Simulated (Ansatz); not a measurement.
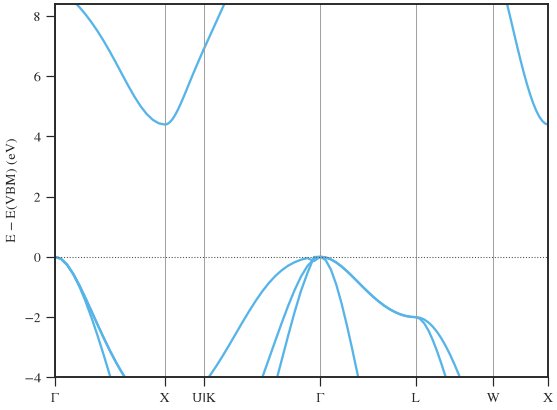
Band structure from LDA in the plane-wave PAW code Ansatz

Question: Read off the gap and where the band edges lie.

Answer: About 4.4 eV (4.39 eV by a search for the band edges); maximum at Γ, minimum at X.

Question: Pick the material that matches.
(A) AlN, zinc blende
(B) CdF2, fluorite
(C) BN, zinc blende
(D) AlN, rock salt

Answer: C, BN, zinc blende

Space group F-43m (zinc blende). The LDA relaxation kept the symmetry of its start; phonons on a q-mesh show no instability.

Potentials: the later of the program's two PAW sets.
